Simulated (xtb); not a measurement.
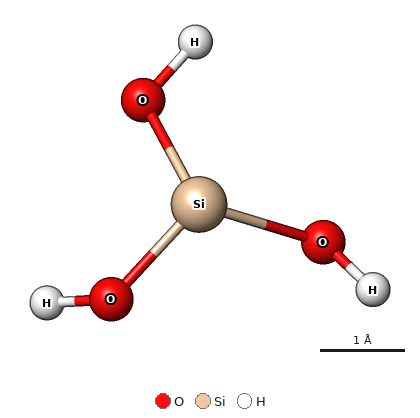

Fig. 1: The structure as given in the input (ball-and-stick view, seen at a tilt).

**Run report: SiH₃O₃, geometry relaxation (part 1 of 3)**

The run: geometry relaxation of SiH₃O₃, multiplicity 2. Method and program: GFN2-xTB (xtb 6.7.1).

The atoms were displaced at random from an optimised geometry.

**Input (mol.coord)**
```
$coord
     -2.043228577729      2.118326293922      0.192222941397  o
     -0.427588330219     -0.906539416505      0.067387633604  si
      1.067770849459     -1.569190779367      2.479452956338  o
      1.615602452988     -0.535850739899     -2.305182413125  o
     -3.497391727890      2.116549951365      1.203623260558  h
      2.780731992387     -1.419637853864      2.625264224114  h
      0.954651843638      0.255339793959     -3.854512170922  h
$end
```

**File .CHRG**
```
0
```

**File .UHF**
```
1
```

Machine: 1 thread of AMD EPYC (Zen 5), 16 GiB of memory available, shared host.

Run as:
```bash
xtb mol.coord --gfn2 --opt lax > run.log
```

**What the program printed**
```
* xtb version 6.7.1
   ID    Z sym.   atoms
    1    8 o      1, 3, 4
    2   14 si     2
    3    1 h      5-7

           -------------------------------------------------
          |                Calculation Setup                |
           -------------------------------------------------

          program call               : xtb mol.coord --gfn2 --opt lax
          coordinate file            : mol.coord
          omp threads                :                     1

           -------------------------------------------------
          |                 G F N 2 - x T B                 |
           -------------------------------------------------

      * Hamiltonian:
        H0-scaling (s, p, d)           1.850000    2.230000    2.230000
        zeta-weighting                 0.500000
      * Dispersion:
        s8                             2.700000
        a1                             0.520000
        a2                             5.000000
        s9                             5.000000
      * Repulsion:
        kExp                           1.500000    1.000000
        rExp                           1.000000
      * Coulomb:
        alpha                          2.000000
        third order                    shell-resolved
        anisotropic                    true
        a3                             3.000000
        a5                             4.000000
        cn-shift                       1.200000
        cn-exp                         4.000000
        max-rad                        5.000000

          ...................................................
          :                      SETUP                      :
          :.................................................:
          :  # basis functions                  25          :
          :  # atomic orbitals                  24          :
          :  # shells                           12          :
          :  # electrons                        25          :
          :  max. iterations                   250          :
          :  Hamiltonian                  GFN2-xTB          :
          :  restarted?                      false          :
          :  GBSA solvation                  false          :
          :  PC potential                    false          :
          :  electronic temp.          300.0000000     K    :
          :  accuracy                    1.0000000          :
          :  -> integral cutoff          0.2500000E+02      :
          :  -> integral neglect         0.1000000E-07      :
          :  -> SCF convergence          0.1000000E-05 Eh   :
          :  -> wf. convergence          0.1000000E-03 e    :
          :  Broyden damping             0.4000000          :
          :  net charge                          0          :
          :  unpaired electrons                  1          :
          ...................................................

 iter      E             dE          RMSdq      gap      omega  full diag
   1    -15.5907915 -0.155908E+02  0.651E+00    4.59       0.0  T
   2    -15.6003299 -0.953836E-02  0.384E+00    4.62       1.0  T
   3    -15.6008770 -0.547124E-03  0.916E-01    4.64       1.0  T
   4    -15.6025215 -0.164449E-02  0.733E-01    4.65       1.0  T
   5    -15.6039419 -0.142042E-02  0.150E-01    4.65       1.0  T
   6    -15.6039578 -0.158583E-04  0.400E-02    4.66       1.0  T
   7    -15.6039531  0.469480E-05  0.340E-02    4.66       1.1  T
   8    -15.6039594 -0.633868E-05  0.301E-03    4.66      12.6  T
   9    -15.6039595 -0.299205E-07  0.148E-03    4.66      25.5  T
  10    -15.6039595 -0.111972E-08  0.269E-04    4.66     140.7  T
  11    -15.6039595 -0.567422E-10  0.979E-05    4.66     385.9  T

   *** convergence criteria satisfied after 11 iterations ***

         #    Occupation            Energy/Eh            Energy/eV
      -------------------------------------------------------------
         1        2.0000           -0.7748297             -21.0842
       ...           ...                  ...                  ...
         7        2.0000           -0.5095669             -13.8660
         8        2.0000           -0.4961802             -13.5017
         9        2.0000           -0.4873913             -13.2626
        10        2.0000           -0.4632432             -12.6055
        11        2.0000           -0.4606366             -12.5346
        12        2.0000           -0.4371792             -11.8963
        13        1.0000           -0.2961123              -8.0576 (HOMO)
        14                         -0.1249363              -3.3997 (LUMO)
        15                         -0.0990970              -2.6966
        16                         -0.0297295              -0.8090
        17                          0.0598325               1.6281
        18                          0.0887883               2.4161
       ...                                ...                  ...
        24                          1.0039391              27.3186
      -------------------------------------------------------------
                  HL-Gap            0.1711761 Eh            4.6579 eV
             Fermi-level           -0.2885850 Eh           -7.8528 eV

 SCC (total)                   0 d,  0 h,  0 min,  0.002 sec
 SCC setup                      ...        0 min,  0.000 sec (  2.202%)
 Dispersion                     ...        0 min,  0.000 sec (  1.265%)
 classical contributions        ...        0 min,  0.000 sec (  0.531%)
 integral evaluation            ...        0 min,  0.000 sec ( 15.478%)
 iterations                     ...        0 min,  0.001 sec ( 55.252%)
 molecular gradient             ...        0 min,  0.000 sec ( 22.048%)
 printout                       ...        0 min,  0.000 sec (  2.830%)

         :::::::::::::::::::::::::::::::::::::::::::::::::::::
         ::                     SUMMARY                     ::
         :::::::::::::::::::::::::::::::::::::::::::::::::::::
         :: total energy             -15.505102827789 Eh    ::
         :: gradient norm              0.134817464357 Eh/a0 ::
         :: HOMO-LUMO gap              4.657937579620 eV    ::
         ::.................................................::
         :: SCC energy               -15.603958301690 Eh    ::
         :: -> isotropic ES            0.084165467820 Eh    ::
         :: -> anisotropic ES         -0.003356952001 Eh    ::
         :: -> anisotropic XC         -0.001185276706 Eh    ::
         :: -> dispersion             -0.002976754928 Eh    ::
         :: repulsion energy           0.098855473901 Eh    ::
         :: add. restraining           0.000000000000 Eh    ::
         :: total charge              -0.000000000000 e     ::
         :::::::::::::::::::::::::::::::::::::::::::::::::::::

      -----------------------------------------------------------
     |                   =====================                   |
     |                        A N C O P T                        |
     |                   =====================                   |
     |               Approximate Normal Coordinate               |
     |                Rational Function Optimizer                |
      -----------------------------------------------------------
      -----------------------------------------------------------
     |                   =====================                   |
     |                        A N C O P T                        |
     |                   =====================                   |
     |               Approximate Normal Coordinate               |
     |                Rational Function Optimizer                |
      -----------------------------------------------------------

          ...................................................
          :                      SETUP                      :
          :.................................................:
          :   optimization level               lax          :
          :   max. optcycles                   200          :
          :   ANC micro-cycles                  20          :
          :   degrees of freedom                15          :
          :.................................................:
          :   RF solver                   davidson          :
          :   write xtbopt.log                true          :
          :   linear?                        false          :
          :   energy convergence         0.2000000E-04 Eh   :
          :   grad. convergence          0.2500000E-02 Eh/α :
          :   maxmium RF displ.          1.0000000          :
          :   Hlow (freq-cutoff)         0.1000000E-01      :
          :   Hmax (freq-cutoff)         5.0000000          :
          :   S6 in model hess.         20.0000000          :
          ...................................................

generating ANC from exact Hessian ...
Using Lindh-Hessian (1995)
 Shifting diagonal of input Hessian by    0.0000000000000000
 Lowest  eigenvalues of input Hessian
    0.000000    0.000000    0.000000    0.000000    0.000000    0.000000
    0.021318    0.029067    0.045529    0.065985    0.075190    0.105061
    0.189836    0.225583    0.482542    0.710892    1.113878    1.283991
 Highest eigenvalues
    0.710892    1.113878    1.283991    1.396476    1.606095    2.325335

........................................................................
.............................. CYCLE    1 ..............................
........................................................................

 iter      E             dE          RMSdq      gap      omega  full diag
   1    -15.6039595 -0.156040E+02  0.507E-05    4.66       0.0  T
   2    -15.6039595 -0.932587E-11  0.244E-05    4.66    1546.2  T
   3    -15.6039595 -0.229683E-11  0.137E-05    4.66    2754.9  T
     SCC iter.                  ...        0 min,  0.000 sec
     gradient                   ...        0 min,  0.000 sec
 * total energy  :   -15.5051028 Eh     change       -0.1736744E-10 Eh
   gradient norm :     0.1348174 Eh/α   predicted     0.0000000E+00 (-100.00%)
   displ. norm   :     0.1430194 α      lambda       -0.1470646E-01
   maximum displ.:     0.0728200 α      in ANC's #2, #10, #12, ...

........................................................................
.............................. CYCLE    2 ..............................
........................................................................

 iter      E             dE          RMSdq      gap      omega  full diag
   1    -15.6049746 -0.156050E+02  0.512E-01    4.68       0.0  T
   2    -15.6052996 -0.324924E-03  0.288E-01    4.69       1.0  T
   3    -15.6053104 -0.108544E-04  0.193E-01    4.69       1.0  T
   4    -15.6053103  0.161509E-06  0.481E-02    4.69       1.0  T
   5    -15.6053132 -0.297064E-05  0.247E-02    4.70       1.5  T
   6    -15.6053136 -0.364412E-06  0.532E-03    4.70       7.1  T
   7    -15.6053136 -0.510098E-08  0.184E-03    4.70      20.5  T
   8    -15.6053136 -0.135308E-08  0.432E-04    4.70      87.6  T
   9    -15.6053136 -0.402309E-10  0.170E-04    4.70     222.3  T
     SCC iter.                  ...        0 min,  0.001 sec
     gradient                   ...        0 min,  0.000 sec
 * total energy  :   -15.5161584 Eh     change       -0.1105559E-01 Eh
   gradient norm :     0.0742083 Eh/α   predicted    -0.7503638E-02 ( -32.13%)
   displ. norm   :     0.2104889 α      lambda       -0.1085797E-01
   maximum displ.:     0.1215619 α      in ANC's #10, #2, #1, ...

........................................................................
.............................. CYCLE    3 ..............................
........................................................................

 iter      E             dE          RMSdq      gap      omega  full diag
   1    -15.6107933 -0.156108E+02  0.874E-01    4.72       0.0  T
   2    -15.6115253 -0.731946E-03  0.450E-01    4.74       1.0  T
   3    -15.6115479 -0.225814E-04  0.269E-01    4.74       1.0  T
   4    -15.6115491 -0.127575E-05  0.465E-02    4.75       1.0  T
   5    -15.6115510 -0.184190E-05  0.244E-02    4.75       1.6  T
   6    -15.6115515 -0.472141E-06  0.589E-03    4.75       6.4  T
   7    -15.6115515 -0.788122E-08  0.253E-03    4.75      15.0  T
   8    -15.6115515 -0.264595E-08  0.624E-04    4.75      60.6  T
   9    -15.6115515 -0.954170E-10  0.215E-04    4.75     175.9  T
     SCC iter.                  ...        0 min,  0.001 sec
     gradient                   ...        0 min,  0.000 sec
 * total energy  :   -15.5216795 Eh     change       -0.5521094E-02 Eh
   gradient norm :     0.0246075 Eh/α   predicted    -0.5669519E-02 (   2.69%)
   displ. norm   :     0.0661826 α      lambda       -0.5748008E-03
   maximum displ.:     0.0431462 α      in ANC's #1, #3, #6, ...

........................................................................
.............................. CYCLE    4 ..............................
........................................................................

 iter      E             dE          RMSdq      gap      omega  full diag
   1    -15.6109890 -0.156110E+02  0.103E-01    4.76       0.0  T
   2    -15.6109912 -0.225596E-05  0.628E-02    4.76       1.0  T
   3    -15.6109913 -0.799649E-07  0.186E-02    4.76       2.0  T
   4    -15.6109915 -0.131702E-06  0.732E-03    4.76       5.2  T
   5    -15.6109915 -0.884130E-07  0.371E-03    4.76      10.2  T
   6    -15.6109915 -0.104604E-08  0.711E-04    4.76      53.2  T
   7    -15.6109915 -0.376032E-09  0.170E-04    4.76     222.2  T
     SCC iter.                  ...        0 min,  0.000 sec
     gradient                   ...        0 min,  0.000 sec
 * total energy  :   -15.5221152 Eh     change       -0.4356557E-03 Eh
   gradient norm :     0.0143504 Eh/α   predicted    -0.2886581E-03 ( -33.74%)
   displ. norm   :     0.1277650 α      lambda       -0.5825766E-03
   maximum displ.:     0.0808204 α      in ANC's #1, #2, #3, ...

........................................................................
.............................. CYCLE    5 ..............................
........................................................................

 iter      E             dE          RMSdq      gap      omega  full diag
   1    -15.6113385 -0.156113E+02  0.142E-01    4.78       0.0  T
   2    -15.6113427 -0.420681E-05  0.846E-02    4.78       1.0  T
   3    -15.6113426  0.136798E-06  0.239E-02    4.78       1.6  T
   4    -15.6113433 -0.691199E-06  0.946E-03    4.78       4.0  T
   5    -15.6113434 -0.120314E-06  0.514E-03    4.78       7.4  T
   6    -15.6113434 -0.188219E-08  0.985E-04    4.78      38.4  T
   7    -15.6113434 -0.431012E-09  0.253E-04    4.78     149.3  T
     SCC iter.                  ...        0 min,  0.000 sec
     gradient                   ...        0 min,  0.000 sec
 * total energy  :   -15.5224831 Eh     change       -0.3678866E-03 Eh
   gradient norm :     0.0105947 Eh/α   predicted    -0.2960446E-03 ( -19.53%)
   displ. norm   :     0.0732065 α      lambda       -0.2011081E-03
   maximum displ.:     0.0433390 α      in ANC's #2, #1, #3, ...

........................................................................
.............................. CYCLE    6 ..............................
........................................................................

 iter      E             dE          RMSdq      gap      omega  full diag
   1    -15.6121719 -0.156122E+02  0.723E-02    4.79       0.0  T
   2    -15.6121728 -0.916369E-06  0.470E-02    4.79       1.0  T
   3    -15.6121726  0.172920E-06  0.130E-02    4.79       2.9  T
   4    -15.6121730 -0.377708E-06  0.582E-03    4.79       6.5  T
   5    -15.6121730 -0.308261E-07  0.272E-03    4.79      13.9  T
   6    -15.6121730 -0.221874E-09  0.569E-04    4.79      66.5  T
   7    -15.6121730 -0.253959E-09  0.120E-04    4.79     314.1  T
     SCC iter.                  ...        0 min,  0.000 sec
     gradient                   ...        0 min,  0.000 sec
 * total energy  :   -15.5226363 Eh     change       -0.1532767E-03 Eh
   gradient norm :     0.0082228 Eh/α   predicted    -0.1010949E-03 ( -34.04%)
   displ. norm   :     0.1186881 α      lambda       -0.2194614E-03
   maximum displ.:     0.0769350 α      in ANC's #2, #1, #3, ...

........................................................................
.............................. CYCLE    7 ..............................
........................................................................

 iter      E             dE          RMSdq      gap      omega  full diag
   1    -15.6121813 -0.156122E+02  0.115E-01    4.80       0.0  T
   2    -15.6121825 -0.125311E-05  0.731E-02    4.80       1.0  T
   3    -15.6121820  0.494558E-06  0.154E-02    4.79       2.5  T
   4    -15.6121830 -0.942313E-06  0.771E-03    4.79       4.9  T
   5    -15.6121830 -0.883477E-08  0.139E-03    4.79      27.2  T
   6    -15.6121830 -0.518670E-09  0.598E-04    4.79      63.2  T
   7    -15.6121830 -0.882228E-10  0.731E-05    4.79     517.2  T
     SCC iter.                  ...        0 min,  0.000 sec
     gradient                   ...        0 min,  0.000 sec
 * total energy  :   -15.5227797 Eh     change       -0.1433741E-03 Eh
   gradient norm :     0.0072757 Eh/α   predicted    -0.1112762E-03 ( -22.39%)
   displ. norm   :     0.0619962 α      lambda       -0.1302021E-03
   maximum displ.:     0.0409790 α      in ANC's #2, #1, #3, ...
```
